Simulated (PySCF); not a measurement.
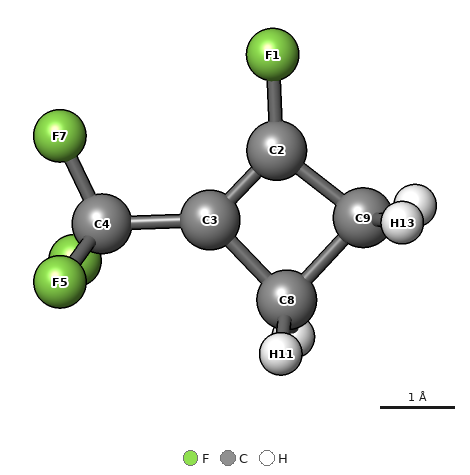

Figure 1. The input geometry of run A (ball-and-stick view, seen at a tilt; atoms are numbered from 1 in the order of the input).

## C5H4F4: a changed input and its effect

System: C5H4F4, SMILES FC1=C(C(F)(F)F)CC1.
Method of run A: GIAO PBE0/pcSseg-1 NMR shielding, non-relativistic, gas phase (PySCF 2.14.0).

The geometry comes from this level: GFN2-xTB, NEB image 0 of 0 to 8. Text and figures count atoms from 1; the logs count them from 0 in places.

### The input, run A
```
{"job": {"kind": "nmr", "xc": "PBE0", "basis": "pcSseg-1", "pop": false}, "charge": 0, "multiplicity": 1}
F     -0.305300     1.167900     2.120600
C     -0.451800     0.549100     0.961600
C      0.391900     0.016300     0.078600
C      1.864100    -0.139200    -0.034400
F      2.350800     0.450000    -1.144100
F      2.231000    -1.433100    -0.114700
F      2.523400     0.385900     1.003600
C     -0.730300    -0.408700    -0.843100
C     -1.695600     0.219400     0.199500
H     -0.828200    -1.484400    -0.969900
H     -0.726800     0.078100    -1.815500
H     -2.366800    -0.480300     0.692200
H     -2.260800     1.079500    -0.152100
```

The first line tells a small driver script what to run in PySCF; the rest is the geometry in Å.

Launched with:
```bash
OMP_NUM_THREADS=1 python <driver script> task.json out
```

Hardware: 1 CPU thread, shared host.

### Output (run A)
```
coarse grid: 12256 points
cycle   1  E = -591.3826991858  dE =  1.628e+00  |g| = 9.498e-01  |ddm| = 3.497e+00
cycle   2  E = -591.2462969572  dE =  1.364e-01  |g| = 1.375e+00  |ddm| = 1.310e+00
cycle   3  E = -591.5338471275  dE = -2.876e-01  |g| = 7.927e-02  |ddm| = 7.926e-01
cycle   4  E = -591.5344024900  dE = -5.554e-04  |g| = 5.825e-02  |ddm| = 9.795e-02
cycle   5  E = -591.5351274952  dE = -7.250e-04  |g| = 1.504e-02  |ddm| = 5.746e-02
cycle   6  E = -591.5351748264  dE = -4.733e-05  |g| = 3.405e-03  |ddm| = 1.806e-02
cycle   7  E = -591.5351771275  dE = -2.301e-06  |g| = 9.440e-04  |ddm| = 3.391e-03
final grid: 123944 points
cycle   8  E = -591.6143518455  dE = -4.954e-05  |g| = 8.017e-03  |ddm| = 3.181e-02
cycle   9  E = -591.6143406665  dE =  1.118e-05  |g| = 1.154e-02  |ddm| = 1.465e-02
cycle  10  E = -591.6143655255  dE = -2.486e-05  |g| = 1.111e-03  |ddm| = 8.794e-03
cycle  11  E = -591.6143657240  dE = -1.985e-07  |g| = 3.441e-04  |ddm| = 1.252e-03
cycle  12  E = -591.6143657423  dE = -1.822e-08  |g| = 1.481e-04  |ddm| = 4.233e-04
cycle  13  E = -591.6143657470  dE = -4.762e-09  |g| = 4.114e-05  |ddm| = 1.546e-04
cycle  14  E = -591.6143657474  dE = -3.376e-10  |g| = 8.896e-06  |ddm| = 3.582e-05
converged SCF energy = -591.6143657474

GIAO shielding tensors (ppm)
atom      isotropic    diamagn.    paramagn.     s11        s22        s33       span
  0 F      244.938     472.741    -227.803    107.415    265.437    361.962    254.547
  1 C       24.707     249.965    -225.258    -58.177     51.469     80.830    139.006
  2 C       72.854     265.765    -192.910     -8.705    112.904    114.364    123.069
  3 C       59.292     237.576    -178.283     53.419     60.585     63.874     10.455
  4 F      246.880     472.675    -225.795    158.598    240.332    341.709    183.110
  5 F      246.793     472.657    -225.864    158.512    240.307    341.560    183.048
  6 F      259.287     471.451    -212.163    176.352    252.477    349.033    172.682
  7 C      167.509     247.304     -79.794    150.788    168.363    183.377     32.588
  8 C      152.972     255.528    -102.556    140.349    154.231    164.337     23.988
  9 H       29.425      29.401       0.024     25.919     26.793     35.563      9.643
 10 H       29.428      29.409       0.020     25.921     26.801     35.563      9.642
 11 H       28.913      29.359      -0.445     25.655     26.308     34.777      9.122
 12 H       28.912      29.369      -0.457     25.657     26.313     34.764      9.107
```

For run B the input was changed thus:
```diff
-F     -0.305300     1.167900     2.120600
-C     -0.451800     0.549100     0.961600
-C      0.391900     0.016300     0.078600
-C      1.864100    -0.139200    -0.034400
-F      2.350800     0.450000    -1.144100
-F      2.231000    -1.433100    -0.114700
-F      2.523400     0.385900     1.003600
-C     -0.730300    -0.408700    -0.843100
-C     -1.695600     0.219400     0.199500
-H     -0.828200    -1.484400    -0.969900
-H     -0.726800     0.078100    -1.815500
-H     -2.366800    -0.480300     0.692200
-H     -2.260800     1.079500    -0.152100
+F     -0.274700     1.979500     1.402800
+C     -0.436900     0.911500     0.640600
+C      0.394000     0.057500     0.044300
+C      1.866100    -0.109100    -0.058900
+F      2.544100     0.832400     0.605400
+F      2.291000    -0.067500    -1.336800
+F      2.275700    -1.298400     0.424200
+C     -0.744300    -0.749700    -0.540800
+C     -1.694000     0.258500     0.162100
+H     -0.809900    -1.771600    -0.174900
+H     -0.792400    -0.744100    -1.626900
+H     -2.319700    -0.163700     0.944900
+H     -2.303200     0.865300    -0.503900
```

How does run B compare with run A?

With the same method and basis, run B lies 0.01 kcal/mol higher. Of all shieldings, the largest change is that of F7, by −12.6 ppm. The number of SCF iterations is the same.

### Output (run B)
```
coarse grid: 12256 points
cycle   1  E = -591.3830301996  dE =  1.628e+00  |g| = 9.502e-01  |ddm| = 3.497e+00
cycle   2  E = -591.2464311277  dE =  1.366e-01  |g| = 1.376e+00  |ddm| = 1.310e+00
cycle   3  E = -591.5342885490  dE = -2.879e-01  |g| = 7.945e-02  |ddm| = 7.926e-01
cycle   4  E = -591.5348457862  dE = -5.572e-04  |g| = 5.844e-02  |ddm| = 9.825e-02
cycle   5  E = -591.5355760706  dE = -7.303e-04  |g| = 1.504e-02  |ddm| = 5.762e-02
cycle   6  E = -591.5356233851  dE = -4.731e-05  |g| = 3.402e-03  |ddm| = 1.804e-02
cycle   7  E = -591.5356256784  dE = -2.293e-06  |g| = 9.433e-04  |ddm| = 3.382e-03
final grid: 123944 points
cycle   8  E = -591.6143391512  dE = -4.914e-05  |g| = 7.994e-03  |ddm| = 3.115e-02
cycle   9  E = -591.6143280271  dE =  1.112e-05  |g| = 1.150e-02  |ddm| = 1.482e-02
cycle  10  E = -591.6143529157  dE = -2.489e-05  |g| = 1.125e-03  |ddm| = 8.879e-03
cycle  11  E = -591.6143531188  dE = -2.031e-07  |g| = 3.361e-04  |ddm| = 1.261e-03
cycle  12  E = -591.6143531357  dE = -1.693e-08  |g| = 1.491e-04  |ddm| = 4.112e-04
cycle  13  E = -591.6143531405  dE = -4.809e-09  |g| = 4.169e-05  |ddm| = 1.573e-04
cycle  14  E = -591.6143531409  dE = -3.497e-10  |g| = 8.799e-06  |ddm| = 3.542e-05
converged SCF energy = -591.6143531409

GIAO shielding tensors (ppm)
atom      isotropic    diamagn.    paramagn.     s11        s22        s33       span
  0 F      244.759     472.740    -227.981    107.037    265.543    361.697    254.659
  1 C       24.748     249.949    -225.200    -57.959     51.381     80.823    138.781
  2 C       72.949     265.725    -192.777     -8.477    112.866    114.458    122.935
  3 C       59.294     237.558    -178.263     53.433     60.612     63.837     10.404
  4 F      259.336     471.436    -212.100    176.479    252.548    348.980    172.501
  5 F      246.831     472.671    -225.840    158.568    240.223    341.702    183.133
  6 F      246.656     472.661    -226.005    158.313    240.048    341.607    183.294
  7 C      167.549     247.308     -79.759    150.789    168.455    183.402     32.613
  8 C      153.061     255.553    -102.492    140.564    154.270    164.349     23.785
  9 H       29.432      29.409       0.023     25.928     26.797     35.571      9.643
 10 H       29.435      29.414       0.021     25.922     26.811     35.572      9.650
 11 H       28.921      29.375      -0.453     25.659     26.322     34.784      9.125
 12 H       28.917      29.367      -0.450     25.662     26.313     34.777      9.115
```

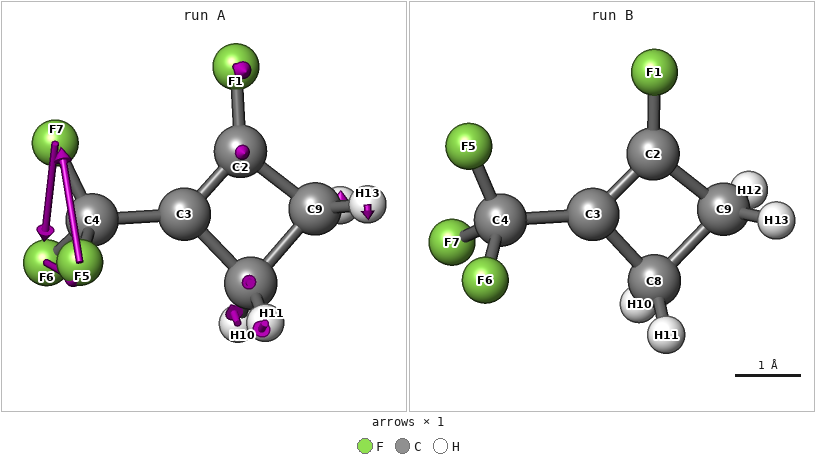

Figure 2. The two input geometries at one scale (ball-and-stick view, seen at a tilt). The pink arrows on the first give the shifts of the atoms after the best rigid fit, at true length. The largest move after the best rigid fit is that of F6, 1.97 Å. Largest moves by element: F 1.97 Å, H 0.52 Å, C 0.30 Å. Among the contacts that change: C4–F5 1.347 → 1.337 Å, C4–F7 1.337 → 1.347 Å.

### The two runs side by side

```tsv
quantity	run A	run B
outcome	converged	converged
total energy (hartree)	−591.614366	−591.614353
HOMO (eV)	−7.96	−7.97
LUMO (eV)	−0.35	−0.35
dipole moment (D)	3.32	3.32
shielding of F1 (ppm)	244.9	244.8
shielding of C2 (ppm)	24.7	24.7
shielding of C3 (ppm)	72.9	72.9
shielding of F5 (ppm)	246.9	259.3
shielding of F7 (ppm)	259.3	246.7
shielding of C8 (ppm)	167.5	167.5
shielding of C9 (ppm)	153.0	153.1
SCF iterations	14	14
basis functions	173	173
wall time (shared host)	55 s	53 s
```
